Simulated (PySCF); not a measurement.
## Electronic structure of C$_{4}$H$_{9}$F$_{3}$Si (SMILES FCCCC[SiH](F)F) in real space

Input file:

```
{"job": {"kind": "uv", "xc": "wB97X-D", "basis": "def2-SVPD", "nstates": 8, "ntriplets": 3}, "charge": 0, "multiplicity": 1}
F      2.762114    -0.459128    -1.469591
C      2.606765     0.352673    -0.370202
C      1.400771    -0.087670     0.446097
C      0.096054     0.112472    -0.323986
C     -1.116132    -0.372735     0.472835
Si    -2.755009    -0.128754    -0.433026
F     -3.968784    -0.498843     0.543163
F     -3.000424     1.433182    -0.684748
H      3.534573     0.274454     0.205271
H      2.485399     1.372172    -0.750582
H      1.385275     0.488960     1.372648
H      1.518079    -1.143170     0.700799
H     -0.023623     1.172192    -0.558715
H      0.159132    -0.431266    -1.268092
H     -0.977509    -1.426596     0.722446
H     -1.147825     0.164332     1.425616
H     -2.965855    -0.810244    -1.686889
```

Run with:

```sh
OMP_NUM_THREADS=1 python probes_run.py task.json out
```

Geometry: GFN2-xTB.

The calculation used wB97X-D/def2-SVPD, SCF density, gas phase in PySCF.

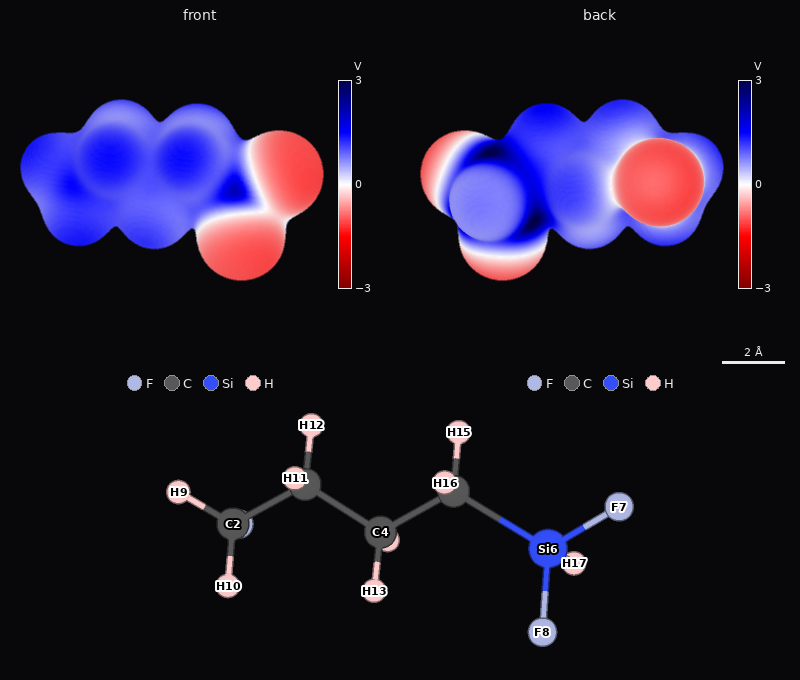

Figure 1. The molecular electrostatic potential painted on the density surface at 0.004 e/bohr³, seen from the front and from behind; red is negative and blue positive. The bare structure is drawn below in the same view.

### Which sites attract a positive test charge, and which a negative one?

A positive charge is drawn to the negative regions and a negative charge to the positive ones. The most negative region (about −1.1 V) lies over F1, F7 and F8, the most positive (about +2.9 V) over Si6.

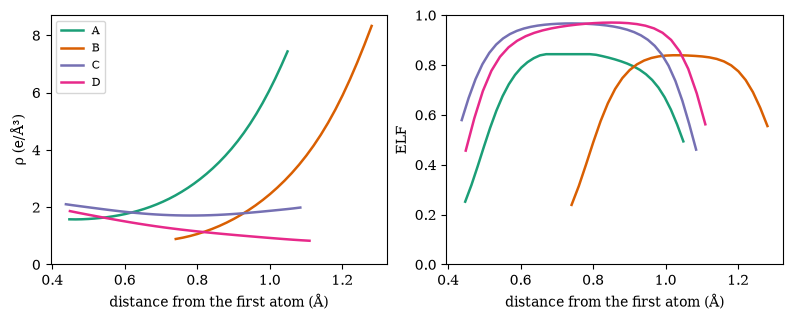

Figure 2. Total electron density and electron localisation function along straight lines between neighbouring atoms. The curves leave out the atomic cores.

### Which curve belongs to which contact (C–C, C–F, C–Si and Si–F)? The first atom named is at distance zero.

Curve A: C–F (1.38 Å): ρ is about 2.1 e/Å³ halfway, with its minimum of 1.6 e/Å³ about 0.5 Å from C; the ELF peaks at about 0.85 between the atoms; a polar covalent bond. Curve B: Si–F (1.60 Å): ρ at the midpoint is about 1.1 e/Å³; the ELF peaks at about 0.85 in the valence shell of F, 0.6 Å from its nucleus, and is about 0.50 at the midpoint. Curve C: C–C (1.52 Å): ρ at the midpoint is about 1.7 e/Å³; the ELF peaks at about 0.95 between the atoms: localised, covalent bonding. Curve D: C–Si (1.89 Å): the density is about 0.99 e/Å³ at the midpoint; the ELF peaks at about 1 between the atoms (localised, covalent bonding).
